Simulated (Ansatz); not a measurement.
Consider Zr$_{11}$Cu$_{2}$Pt$_{3}$.

The calculation's input:

```
crystal:
  lattice:
    - [7.663204, 0.154705, 0.154813]
    - [0.141087, 6.481106, 0.326901]
    - [0.141096, 0.326956, 6.480746]
  atoms:
    - { symbol: Cu, position: [0.0647763608, 0.4939880468, 0.9930440261] }
    - { symbol: Cu, position: [0.7838423442, 0.7389263033, 0.2379770883] }
    - { symbol: Zr, position: [0.9968047766, 0.0630701542, 0.9414016798] }
    - { symbol: Zr, position: [0.4969716091, 0.9744430226, 0.0247686631] }
    - { symbol: Zr, position: [0.2317916463, 0.2198419162, 0.2988440576] }
    - { symbol: Zr, position: [0.4565021978, 0.5051727987, 0.004221887] }
    - { symbol: Zr, position: [0.5587565829, 0.9978799512, 0.4969158537] }
    - { symbol: Zr, position: [0.7794434361, 0.2984853365, 0.2060308791] }
    - { symbol: Zr, position: [0.9968141606, 0.4423643264, 0.5620902038] }
    - { symbol: Zr, position: [0.1781011534, 0.7518188612, 0.2508615763] }
    - { symbol: Zr, position: [0.4969702338, 0.5257434654, 0.4735108358] }
    - { symbol: Zr, position: [0.2317884985, 0.7997873857, 0.7188976745] }
    - { symbol: Zr, position: [0.7794522816, 0.7069749588, 0.7975086874] }
    - { symbol: Pt, position: [0.9417100754, 0.9829415301, 0.4819776576] }
    - { symbol: Pt, position: [0.2974619009, 0.2548958258, 0.7539400754] }
    - { symbol: Pt, position: [0.7043759178, 0.2535445967, 0.752578568] }
basis:
  ecutwfc: 420
kpoints:
  mp_grid: { grid: [5, 5, 5] }
hamiltonian:
  xc: pbe
scf:
  occupations: { method: gaussian, width: 0.1 }
  n_extra_bands: 8
output:
  forces: true
  stress: true
  eigenvalues: true
  populations: true
  dos:
    method: { smearing: { sigma: 0.1, scheme: gaussian } }
    projected: true
    de: 0.02
  write_density: true
  write_potential: true
  elf: true
  volumetric_format: npy
```

Run with:

```sh
ansatz run input.yaml --threads 4 --pin off --max-ram 9216MiB --backend cpu --events-out ev --progress --plain --runs-dir out
```

Below, planes, directions and counts refer to the conventional cell (a = 9.63 Å, b = 8.70 Å, c = 7.67 Å, α = 90.00°, β = 93.31°, γ = 90.00°).

Space group Cm; a generated structure, not necessarily the stable one; computed without spin polarisation.

Theory: Ansatz 0.2.0, DFT PBE, scalar-relativistic, plane waves, PAW.

Q: What will maps of the valence pseudo-density and electron localisation function show?

A: Zr–Cu (2.68 Å): ρ is about 0.27 e/Å³ halfway; the ELF is about 0.20 at the midpoint; no localised pair shows between them.
Cu–Pt (2.71 Å): ρ is about 0.32 e/Å³ halfway; the ELF is about 0.30 at the midpoint (no localised pair shows between them).
Zr–Pt (2.76 Å): the density is about 0.35 e/Å³ at the midpoint; the ELF is about 0.30 at the midpoint: no shared electron pair shows on this line.
Pt–Pt (3.09 Å): ρ is about 0.24 e/Å³ halfway; the ELF is about 0.25 at the midpoint (no localised pair shows between them).

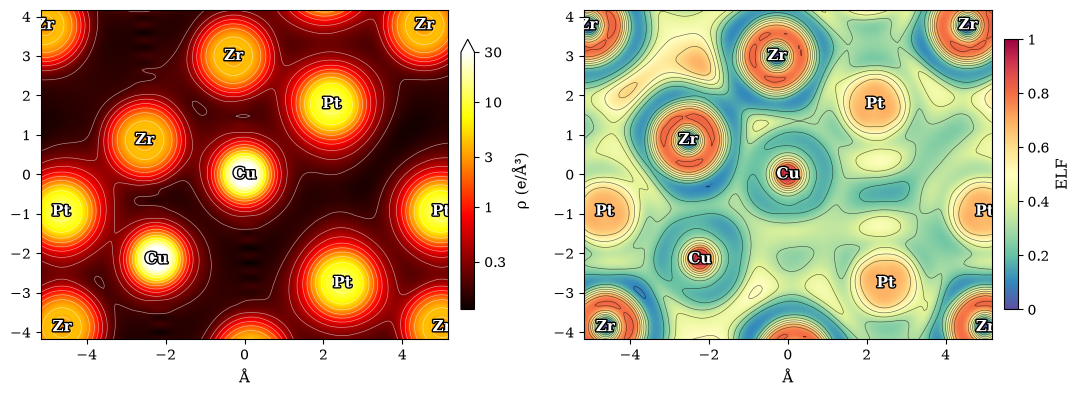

Computed valence pseudo-density and electron localisation function on the (010) plane of the conventional cell, in this order. 

In a PAW calculation such maps are meaningful between the atoms, not at the nuclei.
